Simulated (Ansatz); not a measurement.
**BSiH4ClO2 (SMILES OB(Cl)O[SiH3]): levels of theory compared**

Wanted: a comparison of 5 runs (HF/def2-SVP, r2SCAN/STO-3G, B3LYP/6-31G*, BLYP/cc-pVTZ) of BSiH4ClO2. 

The results are computed with Ansatz 0.2.0.

2 further runs of the same task are left out: 2 set aside as unsound or not needed.

**1. The system as given**

The species is BSiH4ClO2 (9 atoms), meant as a singlet with charge 0. As SMILES, `OB(Cl)O[SiH3]`. The coordinates come from a PBE0-D4/def2-TZVP relaxation. This is one conformer, not always the lowest.

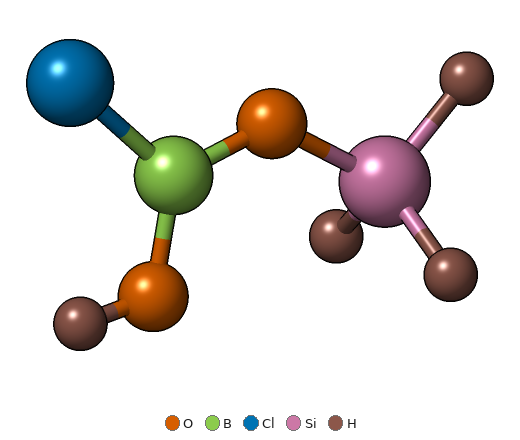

The structure, seen from a chosen angle (oxygen orange, boron green, chlorine blue, silicon pink, hydrogen brown).

**2. Energy and gradient at HF/def2-SVP (run 1)**

Input file run.yaml:

```yaml
crystal:
  periodic: [false, false, false]
  atoms:
    - {symbol: O, position_ang: [-1.488800, 0.491100, 0.723100]}
    - {symbol: B, position_ang: [-0.230000, 0.993200, 0.686000]}
    - {symbol: Cl, position_ang: [0.150700, 2.510600, 1.524900]}
    - {symbol: O, position_ang: [0.744500, 0.354700, 0.017900]}
    - {symbol: Si, position_ang: [0.741000, -1.054400, -0.858000]}
    - {symbol: H, position_ang: [-2.103900, 1.027600, 1.228100]}
    - {symbol: H, position_ang: [2.126200, -1.243000, -1.344100]}
    - {symbol: H, position_ang: [-0.193300, -0.936400, -2.003700]}
    - {symbol: H, position_ang: [0.342200, -2.189700, 0.008800]}
basis:
  gaussian:
    orbitals: def2-SVP
magnetization:
  spin_polarized: false
hamiltonian:
  xc: hf
accuracy: high
output: {forces: true, orbitals: {seedname: orbitals}}
```

The run is started by

```console
$ ansatz run run.yaml --threads 1 --pin off --max-ram 2610MiB --events-out events.jsonl --progress --plain --runs-dir runs
```

The program printed:

```text
Warning: RAYON_NUM_THREADS=1 ignored (pool sized by the plan → 1); use --threads N
Functional definition: HF
  name "HF"
  exchange = exact_x
  correlation = 0
2152 factors; integrals over basis functions are off by at most 3.8e-9 eV
mean field evaluation 1: about -25166.9760 eV, gradient 4.1e1 eV
mean field evaluation 2: about -25167.0672 eV, gradient 4.1e1 eV
mean field evaluation 4: about -25170.5176 eV, gradient 3.0e0 eV
mean field evaluation 8: about -25170.5557 eV, gradient 2.2e-1 eV
mean field evaluation 16: about -25170.5559 eV, gradient 7.8e-9 eV
mean field -25170.55586491 eV, -925.0008668198 hartree, gradient 7.8e-9 eV, S^2 0.000000; 0 other end points of the search recorded, 0 dependent functions left out
the calculation of the forces begins
reference -25170.55586491 eV, -925.0008668198 hartree; 28, 28 occupied and 70, 70 virtual orbitals, 2152 factors
Total energy: -25170.55586491 eV, -925.0008668198 hartree
Atom 0 at    -1.488800     0.491100     0.723100 Å, force    -0.038883     0.795570     0.505317 eV/Å
Atom 1 at    -0.230000     0.993200     0.686000 Å, force    -0.121767    -0.496927    -0.275120 eV/Å
Atom 2 at     0.150700     2.510600     1.524900 Å, force     0.012420     0.213894     0.129577 eV/Å
Atom 3 at     0.744500     0.354700     0.017900 Å, force    -0.455069     0.334512     0.335701 eV/Å
Atom 4 at     0.741000    -1.054400    -0.858000 Å, force     0.129491    -0.332161    -0.243830 eV/Å
Atom 5 at    -2.103900     1.027600     1.228100 Å, force     0.489140    -0.555044    -0.481655 eV/Å
Atom 6 at     2.126200    -1.243000    -1.344100 Å, force    -0.133099    -0.028746     0.017279 eV/Å
Atom 7 at    -0.193300    -0.936400    -2.003700 Å, force     0.082352    -0.021302     0.095675 eV/Å
Atom 8 at     0.342200    -2.189700     0.008800 Å, force     0.035415     0.090203    -0.082943 eV/Å
Dipole moment:    -0.282871    -0.148800    -0.013738 e Å
```

Run time: 5.4 s. Hardware: 1 thread of Arm Neoverse V1, shared host; peak memory 0.3 GiB.

**3. Energy and forces at r2SCAN/STO-3G (run 2)**

Input file job.yaml:

```yaml
crystal:
  periodic: [false, false, false]
  atoms:
    - {symbol: O, position_ang: [-1.488800, 0.491100, 0.723100]}
    - {symbol: B, position_ang: [-0.230000, 0.993200, 0.686000]}
    - {symbol: Cl, position_ang: [0.150700, 2.510600, 1.524900]}
    - {symbol: O, position_ang: [0.744500, 0.354700, 0.017900]}
    - {symbol: Si, position_ang: [0.741000, -1.054400, -0.858000]}
    - {symbol: H, position_ang: [-2.103900, 1.027600, 1.228100]}
    - {symbol: H, position_ang: [2.126200, -1.243000, -1.344100]}
    - {symbol: H, position_ang: [-0.193300, -0.936400, -2.003700]}
    - {symbol: H, position_ang: [0.342200, -2.189700, 0.008800]}
basis:
  gaussian: {orbitals: STO-3G}
hamiltonian: {xc: {name: r2SCAN}}
accuracy: high
output: {forces: true, orbitals: {seedname: orbitals}}
```

The run is started by

```console
$ ansatz run job.yaml --threads 1 --pin off --max-ram 2610MiB --events-out events.jsonl --progress --plain --runs-dir runs
```

The program printed, cut to the lines that bear on the results:

```text
Warning: RAYON_NUM_THREADS=1 ignored (pool sized by the plan → 1); use --threads N
Functional definition: r2SCAN
  name "r2SCAN"
[...]
756 factors; integrals over basis functions are off by at most 3.0e-8 eV
[...]
mean field -24944.86600374 eV, -916.7069174001 hartree, gradient 3.3e-8 eV, S^2 0.000000; 0 other end points of the search recorded, 0 dependent functions left out
[...]
reference -24944.86600424 eV, -916.7069174184 hartree; 28, 28 occupied and 9, 9 virtual orbitals, 756 factors
Total energy: -24944.86600424 eV, -916.7069174184 hartree
Atom 0 at    -1.488800     0.491100     0.723100 Å, force     1.136247    -2.258037    -1.722208 eV/Å
Atom 1 at    -0.230000     0.993200     0.686000 Å, force     0.359931    -1.282193    -0.898090 eV/Å
Atom 2 at     0.150700     2.510600     1.524900 Å, force     0.357120     1.242379     0.674158 eV/Å
Atom 3 at     0.744500     0.354700     0.017900 Å, force     0.173988     1.483080     0.874439 eV/Å
Atom 4 at     0.741000    -1.054400    -0.858000 Å, force    -0.253165    -1.609497    -0.931818 eV/Å
Atom 5 at    -2.103900     1.027600     1.228100 Å, force    -1.740785     1.844785     1.632549 eV/Å
Atom 6 at     2.126200    -1.243000    -1.344100 Å, force    -0.755390     0.119754     0.275286 eV/Å
Atom 7 at    -0.193300    -0.936400    -2.003700 Å, force     0.501623    -0.097733     0.575772 eV/Å
Atom 8 at     0.342200    -2.189700     0.008800 Å, force     0.220433     0.557462    -0.480089 eV/Å
Dipole moment:    -0.270125    -0.464603    -0.214088 e Å
```

Run time: 9 s. Hardware: 1 thread of Arm Neoverse V1, shared host; peak memory 0.21 GiB.

Runs 3 to 4 aren't shown in full; the table further down has their settings and results.

**4. Energy and forces at BLYP/cc-pVTZ (run 5)**

Input file run.yaml:

```yaml
crystal:
  periodic: [false, false, false]
  atoms:
    - symbol: O
      position_ang: [-1.488800, 0.491100, 0.723100]
    - symbol: B
      position_ang: [-0.230000, 0.993200, 0.686000]
    - symbol: Cl
      position_ang: [0.150700, 2.510600, 1.524900]
    - symbol: O
      position_ang: [0.744500, 0.354700, 0.017900]
    - symbol: Si
      position_ang: [0.741000, -1.054400, -0.858000]
    - symbol: H
      position_ang: [-2.103900, 1.027600, 1.228100]
    - symbol: H
      position_ang: [2.126200, -1.243000, -1.344100]
    - symbol: H
      position_ang: [-0.193300, -0.936400, -2.003700]
    - symbol: H
      position_ang: [0.342200, -2.189700, 0.008800]
basis:
  gaussian:
    orbitals: cc-pVTZ
output:
  forces: true
  orbitals: {seedname: orbitals}
accuracy: high
hamiltonian:
  xc: {name: BLYP}
```

The run is started by

```console
$ ansatz run run.yaml --threads 1 --pin off --max-ram 2610MiB --events-out events.jsonl --progress --plain --runs-dir runs
```

The program printed, cut to the lines that bear on the results:

```text
Warning: RAYON_NUM_THREADS=1 ignored (pool sized by the plan → 1); use --threads N
Functional definition: BLYP
  name "BLYP"
[...]
3740 factors; integrals over basis functions are off by at most 9.1e-9 eV
[...]
mean field -25242.24908504 eV, -927.6355440644 hartree, gradient 4.9e-8 eV, S^2 0.000000; 0 other end points of the search recorded, 0 dependent functions left out
[...]
reference -25242.24914625 eV, -927.6355463136 hartree; 28, 28 occupied and 186, 186 virtual orbitals, 3740 factors
Total energy: -25242.24914625 eV, -927.6355463136 hartree
Atom 0 at    -1.488800     0.491100     0.723100 Å, force    -0.351859    -0.524687    -0.229602 eV/Å
Atom 1 at    -0.230000     0.993200     0.686000 Å, force     0.048787     0.136288     0.071560 eV/Å
Atom 2 at     0.150700     2.510600     1.524900 Å, force     0.148680     0.559079     0.306676 eV/Å
Atom 3 at     0.744500     0.354700     0.017900 Å, force     0.462437     0.319026     0.070503 eV/Å
Atom 4 at     0.741000    -1.054400    -0.858000 Å, force     0.053377    -0.614228    -0.397734 eV/Å
Atom 5 at    -2.103900     1.027600     1.228100 Å, force    -0.370630     0.267252     0.269369 eV/Å
Atom 6 at     2.126200    -1.243000    -1.344100 Å, force     0.097126    -0.024858    -0.041647 eV/Å
Atom 7 at    -0.193300    -0.936400    -2.003700 Å, force    -0.063584    -0.012972    -0.097923 eV/Å
Atom 8 at     0.342200    -2.189700     0.008800 Å, force    -0.024335    -0.104901     0.048799 eV/Å
Dipole moment:    -0.246199    -0.141230    -0.019359 e Å
```

Run time: 43 s. Hardware: 1 thread of Arm Neoverse V1, shared host; peak memory 1.1 GiB.

**5. Overview of the runs**

| run | level | Cartesian functions | energy (Eh) | dipole moment (D) | HOMO energy (eV) | LUMO energy (eV) | wall time |
| --- | --- | --- | --- | --- | --- | --- | --- |
| 1 | HF/def2-SVP | no | -925.000867 | 1.54 | -12.45 | 4.04 | 5.4 s |
| 2 | r2SCAN/STO-3G | no | -916.706917 | 2.78 | -4.55 | 3.70 | 9 s |
| 3 | B3LYP/6-31G* (spherical functions) | no | -927.566598 | 1.68 | -8.62 | 0.25 | 14 s |
| 4 | B3LYP/6-31G* (Cartesian functions) | yes | -927.574295 | 1.67 | -8.62 | 0.23 | 14 s |
| 5 | BLYP/cc-pVTZ | no | -927.635546 | 1.37 | -7.42 | -0.57 | 43 s |

**6. What came out**

```
                       quantity          value
            run 5: total energy  -927.63555 Eh
           run 5: dipole moment         1.37 D
             run 5: HOMO energy       -7.42 eV
             run 5: LUMO energy       -0.57 eV
           run 5: HOMO–LUMO gap        6.85 eV
run 5: largest force on an atom     0.734 eV/Å
```

The dipole moment (its size) runs from 1.37 D (BLYP/cc-pVTZ) to 2.78 D (r2SCAN/STO-3G). The two ends differ in method and basis. The HOMO–LUMO gap runs from 6.85 eV (BLYP/cc-pVTZ) to 16.49 eV (HF/def2-SVP). Totals of different functionals can't be ranked against each other. In run 2 the basis is minimal, so the values are rough. All runs together took 86 s, the longest 43 s.
